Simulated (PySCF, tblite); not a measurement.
# C₅H₁₁OP: geometry, infrared bands and NMR shifts

Aim: predict the infrared bands and NMR shifts of C₅H₁₁OP (`CO[C@@H]1CCCP1`).

Programs: tblite 0.8.0 and PySCF 2.14.0, with density-fitted response routines of our own. Each step states its level of theory. These are calculated values for one molecule in the gas phase, unless marked as measured. Atoms are numbered from 0 throughout.

### Step 1. The starting structure

18 atoms, charge 0, multiplicity 1; geometry from: force field or distance geometry start.

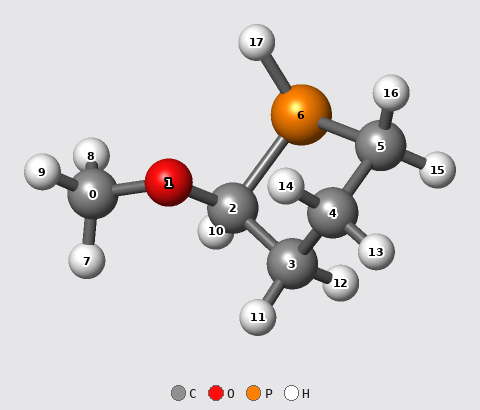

The starting geometry (carbon grey, oxygen red, phosphorus orange, hydrogen white), atoms numbered.

### Step 2. Relaxing the molecule with GFN2-xTB

What the job is given:

```
{"job": {"kind": "relax", "xc": "GFN2-xTB", "basis": "xTB"}, "charge": 0, "multiplicity": 1}
C      2.601600     0.074300    -0.645500
O      1.211200    -0.016000    -0.735300
C      0.615900     0.139600     0.504200
C     -0.417100    -0.959000     0.768400
C     -1.539200    -0.775400    -0.210200
C     -2.153300     0.592500     0.085600
P     -0.580800     1.584900     0.278700
H      2.946900    -0.725400     0.057700
H      2.874200     1.083400    -0.268100
H      3.065000    -0.025800    -1.639500
H      1.283000     0.319300     1.331200
H      0.071600    -1.968300     0.669100
H     -0.826300    -0.786800     1.786200
H     -2.298700    -1.552600    -0.026000
H     -1.152800    -0.818100    -1.238400
H     -2.768700     0.570700     1.009000
H     -2.685800     0.974200    -0.794800
H     -0.255200     2.294800    -0.944000
```

Command:

```console
$ OMP_NUM_THREADS=1 python probes_run.py task.json out
```

The driver reads the jobs from task.json and runs them one after another.

What it wrote:

```text
step      E/eV     max force
  0    -621.98898    3.645
  1    -622.34712    2.434
  2    -622.62137    0.989
  3    -622.71257    0.821
  4    -622.77184    0.673
  5    -622.79750    0.489
  6    -622.81832    0.322
  7    -622.83331    0.314
  8    -622.84516    0.280
  9    -622.85248    0.206
 10    -622.85863    0.177
 11    -622.86537    0.236
 12    -622.87223    0.263
 13    -622.87780    0.189
 14    -622.88168    0.167
 15    -622.88459    0.131
 16    -622.88713    0.109
 17    -622.88902    0.100
 18    -622.89024    0.093
 19    -622.89114    0.076
 20    -622.89187    0.071
 21    -622.89251    0.065
 22    -622.89308    0.059
 23    -622.89360    0.054
 24    -622.89407    0.058
 25    -622.89447    0.051
 26    -622.89483    0.044
 27    -622.89519    0.044
 28    -622.89554    0.055
 29    -622.89589    0.049
 30    -622.89625    0.047
 31    -622.89668    0.049
 32    -622.89722    0.064
 33    -622.89785    0.082
 34    -622.89852    0.072
 35    -622.89926    0.073
 36    -622.90012    0.073
 37    -622.90115    0.075
 38    -622.90239    0.077
 39    -622.90399    0.113
 40    -622.90615    0.139
 41    -622.90880    0.132
 42    -622.91139    0.135
 43    -622.91334    0.103
 44    -622.91466    0.084
 45    -622.91550    0.070
 46    -622.91593    0.069
 47    -622.91615    0.066
 48    -622.91651    0.041
 49    -622.91678    0.032
 50    -622.91699    0.027
 51    -622.91714    0.030
 52    -622.91721    0.021
 53    -622.91726    0.014
 54    -622.91730    0.020
 55    -622.91736    0.019
 56    -622.91742    0.023
 57    -622.91749    0.025
 58    -622.91757    0.034
 59    -622.91768    0.039
 60    -622.91780    0.040
 61    -622.91797    0.044
 62    -622.91822    0.055
 63    -622.91864    0.070
 64    -622.91929    0.080
 65    -622.92016    0.071
 66    -622.92127    0.075
 67    -622.92257    0.078
 68    -622.92404    0.129
 69    -622.92598    0.160
 70    -622.92708    0.231
 71    -622.93012    0.176
 72    -622.93351    0.112
 73    -622.93754    0.143
 74    -622.93945    0.091
 75    -622.94161    0.110
 76    -622.94386    0.094
 77    -622.94570    0.099
 78    -622.94764    0.102
 79    -622.94946    0.097
 80    -622.95146    0.096
 81    -622.95260    0.059
 82    -622.95323    0.063
 83    -622.95358    0.060
 84    -622.95410    0.059
 85    -622.95460    0.055
 86    -622.95520    0.052
 87    -622.95583    0.054
 88    -622.95656    0.071
 89    -622.95736    0.086
 90    -622.95828    0.099
 91    -622.95930    0.095
 92    -622.96033    0.090
 93    -622.96135    0.070
 94    -622.96239    0.065
 95    -622.96327    0.066
 96    -622.96393    0.049
 97    -622.96437    0.045
 98    -622.96466    0.038
 99    -622.96491    0.039
100    -622.96518    0.028
101    -622.96547    0.031
102    -622.96562    0.025
103    -622.96571    0.029
104    -622.96582    0.031
105    -622.96599    0.036
106    -622.96622    0.043
107    -622.96647    0.034
108    -622.96668    0.030
109    -622.96687    0.036
110    -622.96712    0.041
111    -622.96744    0.047
112    -622.96778    0.044
113    -622.96810    0.044
114    -622.96840    0.046
115    -622.96863    0.059
116    -622.96892    0.036
117    -622.96910    0.030
118    -622.96921    0.024
119    -622.96927    0.022
120    -622.96938    0.023
121    -622.96947    0.027
122    -622.96956    0.026
123    -622.96963    0.020
124    -622.96971    0.018
125    -622.96976    0.016
126    -622.96979    0.012
127    -622.96980    0.009
```

It took 0.63 s on 1 thread of Arm Neoverse V2, shared host; peak memory 0.18 GiB.

Along the way: (not every step is listed)

```
step  energy from step 0 (eV)  largest force (eV/Å)
   0                   0.0000                3.6452
   1                  -0.3581                2.4335
   2                  -0.6324                0.9887
   3                  -0.7236                0.8212
   4                  -0.7829                0.6727
   5                  -0.8085                0.4886
   6                  -0.8293                0.3215
   7                  -0.8443                0.3135
   8                  -0.8562                0.2800
  19                  -0.9022                0.0759
  30                  -0.9073                0.0473
  41                  -0.9198                0.1320
  52                  -0.9282                0.0213
  63                  -0.9297                0.0696
  74                  -0.9505                0.0911
  85                  -0.9656                0.0555
  96                  -0.9750                0.0486
 107                  -0.9775                0.0339
 118                  -0.9802                0.0242
 122                  -0.9806                0.0257
 123                  -0.9807                0.0199
 124                  -0.9807                0.0181
 125                  -0.9808                0.0157
 126                  -0.9808                0.0124
 127                  -0.9808                0.0088
```

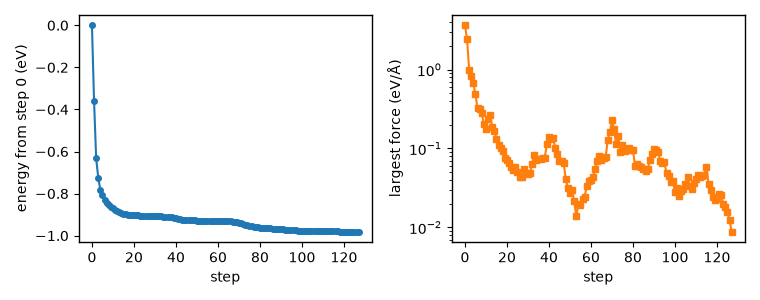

Energy and largest force along the relaxation.

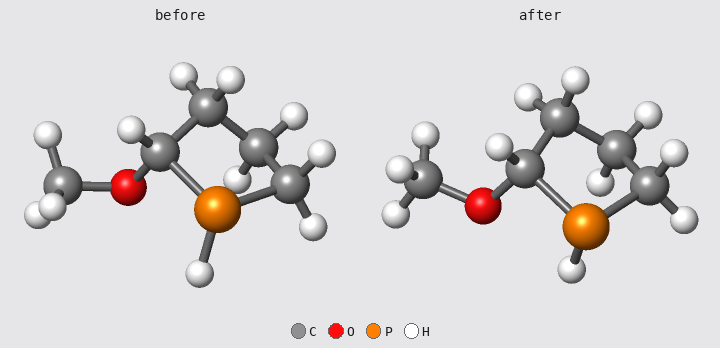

Before and after, at one scale.

Close pairs (by a distance rule), those that changed most:

```
  bond  before (Å)  after (Å)  change (Å)
P6–H17       1.451      1.397      -0.054
C3–H11       1.126      1.091      -0.035
 O1–C2       1.384      1.412      +0.028
 C3–C4       1.500      1.524      +0.024
C2–H10       1.078      1.102      +0.024
 C0–H7       1.119      1.096      -0.023
C3–H12       1.110      1.092      -0.019
C5–H15       1.110      1.094      -0.016
```

The final coordinates are the input of the step that follows.

### Step 3. Harmonic vibrations with GFN2-xTB

What the job is given:

```
{"job": {"kind": "ir", "xc": "GFN2-xTB", "basis": "xTB"}, "charge": 0, "multiplicity": 1}
C      2.591352    -0.081088    -0.524606
O      1.322529     0.494116    -0.698854
C      0.504725     0.493906     0.451938
C     -0.249415    -0.824118     0.674412
C     -1.509147    -0.768019    -0.181754
C     -2.154227     0.580781     0.116962
P     -0.775841     1.840039     0.110576
H      2.528499    -1.148359    -0.282620
H      3.148189     0.428015     0.271865
H      3.116466     0.041646    -1.470265
H      1.112038     0.748186     1.335149
H      0.380583    -1.674562     0.411436
H     -0.520197    -0.903109     1.729240
H     -2.185260    -1.594703     0.041409
H     -1.227977    -0.820202    -1.235576
H     -2.612331     0.574756     1.110477
H     -2.922744     0.859276    -0.604885
H     -0.556001     1.759757    -1.266562
```

What it wrote:

```text
mode    cm-1     km/mol
  1      63.2      1.41
  2     110.7      3.51
  3     177.2      1.43
  4     234.5      5.18
  5     248.6      0.74
  6     332.0      1.01
  7     400.2      7.01
  8     468.2      1.67
  9     569.7      4.21
 10     687.9     16.51
 11     738.4      4.94
 12     752.5      1.06
 13     828.7      6.24
 14     871.3      6.58
 15     886.0      8.95
 16     939.2      3.33
 17     969.5      8.43
 18    1011.7      6.10
 19    1029.9     11.16
 20    1072.6     32.79
 21    1089.9      8.09
 22    1120.8     37.79
 23    1128.2     16.36
 24    1135.5      3.81
 25    1154.4      5.33
 26    1190.5      9.94
 27    1232.2      6.99
 28    1252.0      6.40
 29    1305.1      0.44
 30    1316.0     16.81
 31    1323.1      6.69
 32    1406.1      0.80
 33    1450.3      0.76
 34    1464.5      1.31
 35    1471.9      4.58
 36    1481.2      0.60
 37    1488.4      3.59
 38    2295.4    117.84
 39    2840.3     52.72
 40    2901.6     52.39
 41    2924.3     48.63
 42    2946.4     14.54
 43    2970.2     12.22
 44    2980.3     52.40
 45    2982.5     32.07
 46    2987.9     43.46
 47    2991.6     44.97
 48    3023.4     20.09
```

Wall time 0.45 s (1 thread of Arm Neoverse V2, shared host); peak memory 0.18 GiB.

The strongest bands and the atoms that carry them (share of the mass-weighted mode):

```
cm⁻¹  km/mol                         atoms
1121    37.8    H10 14 %, O1 14 %, C2 12 %
2295   117.8                      H17 97 %
2840    52.7                      H10 93 %
2902    52.4              H8 59 %, H7 32 %
2924    48.6              H7 61 %, H8 35 %
2980    52.4  H13 62 %, H12 14 %, H11 12 %
2988    43.5  H16 49 %, H14 21 %, H11 10 %
2992    45.0  H11 66 %, H13 12 %, H14 11 %
```

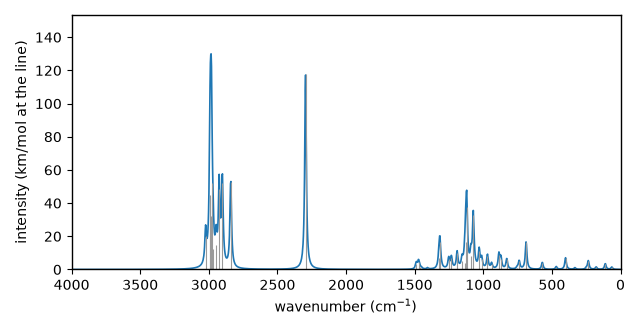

The infrared spectrum from these modes, unscaled. Lines are broadened to a width of 14 cm⁻¹ (Lorentzian).

### Step 4. NMR shieldings: PBE0/pcSseg-1

Same as in step 3 but for these lines:

```diff
@@ -1,2 +1,2 @@
-{"job": {"kind": "ir", "xc": "GFN2-xTB", "basis": "xTB"}, "charge": 0, "multiplicity": 1}
+{"job": {"kind": "nmr", "xc": "PBE0", "basis": "pcSseg-1"}, "charge": 0, "multiplicity": 1}
 C      2.591352    -0.081088    -0.524606
```

Method: GIAO PBE0/pcSseg-1 NMR shielding, non-relativistic, gas phase.

What it wrote:

```text
coarse grid: 14960 points
cycle   1  E = -613.0890479261  dE =  7.940e-01  |g| = 5.713e-01  |ddm| = 3.696e+00
cycle   2  E = -613.0266912076  dE =  6.236e-02  |g| = 8.168e-01  |ddm| = 1.235e+00
cycle   3  E = -613.1558007220  dE = -1.291e-01  |g| = 7.691e-02  |ddm| = 8.034e-01
cycle   4  E = -613.1566835721  dE = -8.829e-04  |g| = 3.541e-02  |ddm| = 8.052e-02
cycle   5  E = -613.1569623769  dE = -2.788e-04  |g| = 7.690e-03  |ddm| = 3.756e-02
cycle   6  E = -613.1569762446  dE = -1.387e-05  |g| = 2.504e-03  |ddm| = 1.124e-02
cycle   7  E = -613.1569777085  dE = -1.464e-06  |g| = 3.540e-04  |ddm| = 2.709e-03
final grid: 138272 points
cycle   8  E = -613.2114122043  dE = -3.868e-05  |g| = 1.176e-02  |ddm| = 3.420e-02
cycle   9  E = -613.2113830370  dE =  2.917e-05  |g| = 1.698e-02  |ddm| = 2.025e-02
cycle  10  E = -613.2114405559  dE = -5.752e-05  |g| = 1.266e-03  |ddm| = 1.294e-02
cycle  11  E = -613.2114409028  dE = -3.469e-07  |g| = 2.436e-04  |ddm| = 1.387e-03
cycle  12  E = -613.2114409151  dE = -1.235e-08  |g| = 7.892e-05  |ddm| = 3.589e-04
cycle  13  E = -613.2114409165  dE = -1.376e-09  |g| = 2.898e-05  |ddm| = 1.180e-04
cycle  14  E = -613.2114409167  dE = -1.922e-10  |g| = 3.403e-06  |ddm| = 2.523e-05
converged SCF energy = -613.2114409167

GIAO shielding tensors (ppm)
atom      isotropic    diamagn.    paramagn.     s11        s22        s33       span
  0 C      126.535     243.893    -117.358     89.885    105.394    184.325     94.440
  1 O      291.490     398.203    -106.713    243.388    305.352    325.730     82.342
  2 C       99.847     249.504    -149.657     71.264     88.783    139.495     68.231
  3 C      151.660     249.021     -97.360    138.839    153.698    162.443     23.604
  4 C      154.244     248.147     -93.903    130.200    158.212    174.321     44.121
  5 C      160.506     254.042     -93.536    138.393    161.403    181.722     43.329
  6 P      379.690     965.477    -585.787    298.274    368.046    472.751    174.477
  7 H       28.249      29.993      -1.744     23.636     26.450     34.662     11.025
  8 H       28.642      28.755      -0.113     24.497     26.154     35.275     10.778
  9 H       27.949      28.412      -0.463     23.701     25.173     34.973     11.272
 10 H       27.701      32.577      -4.876     25.466     26.651     30.987      5.521
 11 H       29.373      32.095      -2.722     24.131     28.566     35.423     11.292
 12 H       30.928      32.309      -1.381     25.846     28.486     38.452     12.606
 13 H       29.684      30.131      -0.447     24.027     27.220     37.804     13.778
 14 H       30.067      31.455      -1.388     25.824     28.028     36.350     10.527
 15 H       30.667      30.635       0.032     25.290     28.093     38.618     13.328
 16 H       29.878      29.786       0.092     25.080     26.681     37.874     12.794
 17 H       28.689      30.083      -1.394     24.367     28.010     33.691      9.324
```

Wall time 27 s (1 thread of Arm Neoverse V2, shared host); peak memory 0.82 GiB.

Shifts follow as δ = σ(reference) − σ, with reference shieldings (ppm) from runs at the same level and on the same kind of geometry: ¹H TMS 31.72, ¹³C TMS 186.9, ¹⁷O H2O 336.1, ³¹P H3PO4 318.4. The references are single molecules in the gas phase, so shifts against H2O, NH3, PH3, H3PO4 or CFCl3 are not on the usual liquid scales and can be off by tens of ppm. Atoms listed in one row are averaged.

```
     atoms                                                   environment  σ (ppm)  δ (ppm)  δ scaled to CDCl3
        C2                                      sp3 CH bonded to O and P     99.8     87.1               83.1
        C0                                     methyl carbon bonded to O    126.5     60.4               57.0
        C3                                             sp3 CH2 in a ring    151.7     35.3               32.5
        C4                                             sp3 CH2 in a ring    154.2     32.7               30.0
        C5                                           sp3 CH2 bonded to P    160.5     26.4               23.9
       H10                       hydrogen on an sp3 CH bonded to O and P    27.70     4.02               3.89
H7, H8, H9                       hydrogen on a methyl carbon bonded to O    28.28     3.44               3.35
       H17  hydrogen on a phosphorus bonded to 2 C, in a 5-membered ring    28.69     3.03                  –
       H11                              hydrogen on an sp3 CH2 in a ring    29.37     2.34               2.31
       H13                              hydrogen on an sp3 CH2 in a ring    29.68     2.03               2.02
       H16                            hydrogen on an sp3 CH2 bonded to P    29.88     1.84               1.84
       H14                              hydrogen on an sp3 CH2 in a ring    30.07     1.65               1.66
       H15                            hydrogen on an sp3 CH2 bonded to P    30.67     1.05               1.10
       H12                              hydrogen on an sp3 CH2 in a ring    30.93     0.79               0.85
        O1                                                  ether oxygen    291.5     44.6                  –
        P6             phosphorus bonded to 2 C, H, in a 5-membered ring    379.7    -61.3                  –
```

The scaled column applies a straight-line fit of computed shieldings to shifts measured in CDCl3 (root-mean-square error 0.16 ppm for H, 1.9 ppm for C).

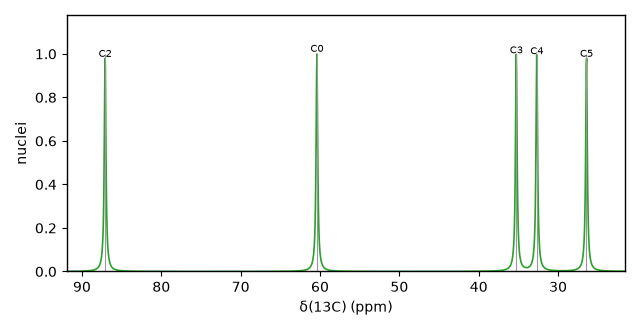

¹³C lines at the computed shifts, without couplings. Lines are broadened to a width of 0.24 ppm (Lorentzian).

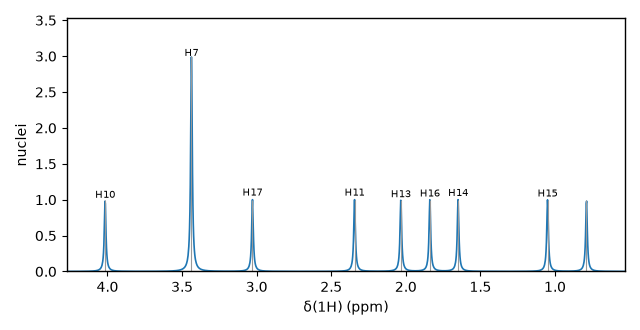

¹H lines at the computed shifts, without couplings. Lines are broadened to a width of 0.01 ppm (Lorentzian).

The run also stored atomic charges by several schemes (e):

```
atoms  Mulliken    IAO  Hirshfeld  ESP fit
   C0     -0.02  -0.20      -0.04    -0.13
   O1     -0.51  -0.40      -0.14    -0.41
   C2     -0.21  -0.07       0.00     0.61
   C3     -0.16  -0.28      -0.08    -0.26
   C4     -0.20  -0.26      -0.07    -0.03
   C5     -0.48  -0.43      -0.12     0.02
   P6      0.31   0.30       0.08    -0.41
```

IAO charges:

C0 -0.20; O1 -0.40; C2 -0.07; C3 -0.28; C4 -0.26; C5 -0.43; P6 0.30; H7 0.12; H8 0.12; H9 0.16; H10 0.12; H11 0.14; H12 0.13; H13 0.14; H14 0.14; H15 0.14; H16 0.15; H17 -0.01

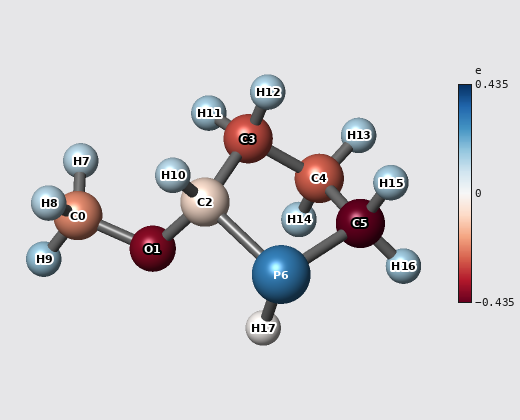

IAO charges, as colours on the atoms.

Mayer bond orders: C0–O1 0.93, O1–C2 0.90, C2–C3 0.98, C3–C4 1.01, C4–C5 1.02, C5–P6 0.98, P6–C2 0.91.

Ring of atoms C2, C3, C4, C5, P6: NICS(0) -6.1, NICS(1) -4.9, NICS(1)zz -4.5 ppm (means of both faces).

The fields below are evaluated on a grid from the run's orbitals.

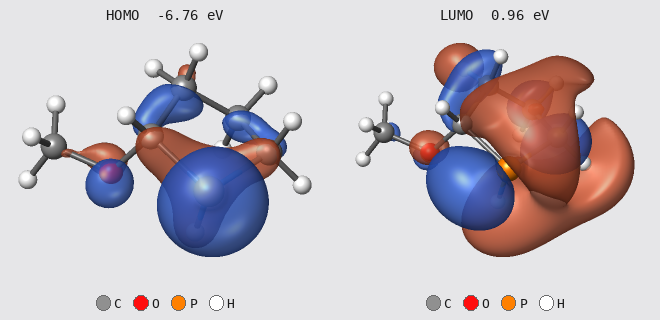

Frontier orbitals at PBE0/pcSseg-1; each surface holds 70 % of the orbital's density, blue and red mark the sign.

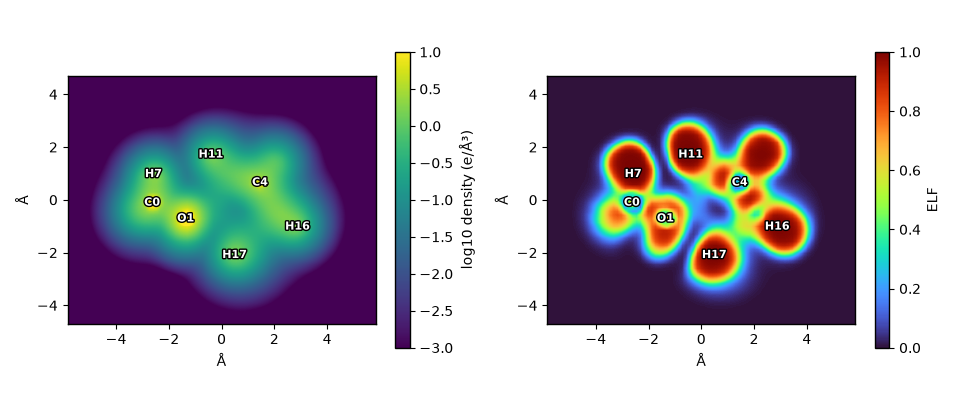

Density (left) and ELF (right) in a plane through or near 7 of the atoms.

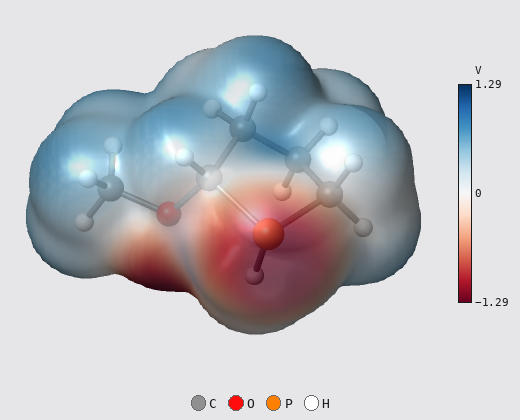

Electrostatic potential on the surface of density 0.002 e/bohr³; red is low, blue high. It runs, from the 1st to the 99th percentile, from -1.29 V near O1 to 0.75 V near H7.

### Step 5. Outcome

```
                                                              quantity                                                     value
                             strongest single infrared mode (GFN2-xTB)                                     2295 cm⁻¹, 118 km/mol
                                          zero-point energy (GFN2-xTB)                                             94.7 kcal/mol
                                ¹³C shifts against TMS (PBE0/pcSseg-1)                          87.1, 60.4, 35.3, 32.7, 26.4 ppm
¹H shifts against TMS (PBE0/pcSseg-1, means over atoms taken as alike)  4.02, 3.44, 3.03, 2.34, 2.03, 1.84, 1.65, 1.05, 0.79 ppm
                                ¹⁷O shifts against H2O (PBE0/pcSseg-1)                                                  44.6 ppm
                              ³¹P shifts against H3PO4 (PBE0/pcSseg-1)                                                 -61.3 ppm
                                 surface potential, 1st and 99th percentile                                        -1.29 V and 0.75 V
```

Relaxing lowered the energy by 0.981 eV in 127 steps; the close pair that moved most is P6–H17, from 1.451 to 1.397 Å. All 48 modes are real, so the xTB geometry is a minimum. The strongest single mode, at 2295 cm⁻¹, moves mainly H17. GFN2-xTB is a fitted tight-binding method: band positions and strengths are rough. Its intensities can rank the bands wrongly. C2 (sp3 CH bonded to O and P) lies farthest downfield among carbon, at 87.1 ppm; deshielded by the electronegative neighbour. H10 (hydrogen on an sp3 CH bonded to O and P) lies farthest downfield among hydrogen, at 4.02 ppm; its carbon carries O, which withdraws density. At PBE0/pcSseg-1: The largest span, 174 ppm, is at P6, where the paramagnetic term is -586 ppm.
